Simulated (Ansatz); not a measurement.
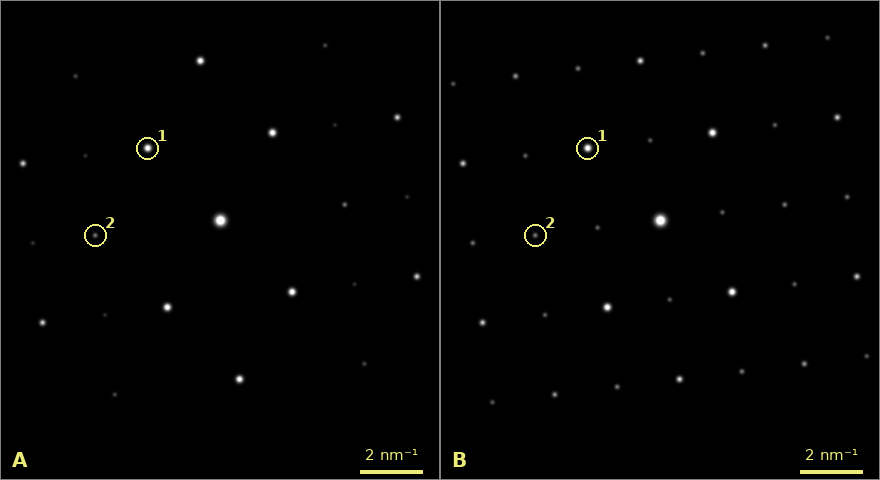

Kinematic electron diffraction patterns (120 kV, B = 0.5 Å², same scale) along [1-10] of the run's own cell, for the start and the end of one relaxation of SnAs2 with Ansatz 0.2.0, DFT, PAW plane waves, r2scan+U. k mesh 5×5×5. The start is a generated model structure, and the relaxation ends in the nearest stationary point of its symmetry, not necessarily the ground state. Spot 1 is -1 -1 -2 and spot 2 is 0 0 -2 in both.

Start structure:

```
CELL_PARAMETERS angstrom
0.00000 5.40117 0.00000
5.40117 0.00000 0.00000
2.70059 2.70059 -4.87295
ATOMIC_POSITIONS crystal
Sn 0.50000 0.50000 0.00000
As 0.38820 0.89440 0.74360
As 0.10560 0.13180 0.25640
As 0.86820 0.36200 0.74360
As 0.63800 0.61180 0.25640
Sn 0.25000 0.75000 0.50000
```

**Which pattern belongs to the start structure, and which to the relaxed one?**

A is the start: its cell gives d(1) = 3.006 Å, d(2) = 2.436 Å and an angle of 51.9°. The spot positions hardly differ, so the intensities decide: those computed from the start structure match A, and B is the relaxed structure.

**Name reflections whose intensity changes strongly on relaxation.**

2 2 3, 0 0 1, 1 1 1 come into sight; 2 2 2 goes from 85 to 32 % of the strongest spot.

**What did the relaxation do to the structure and the energy?**

The cell was held fixed; with the mean shift removed, the atoms moved by up to 0.53 Å relative to the cell (As most); the space group stayed I-4 (No. 82); the free energy fell by 700 meV an atom.
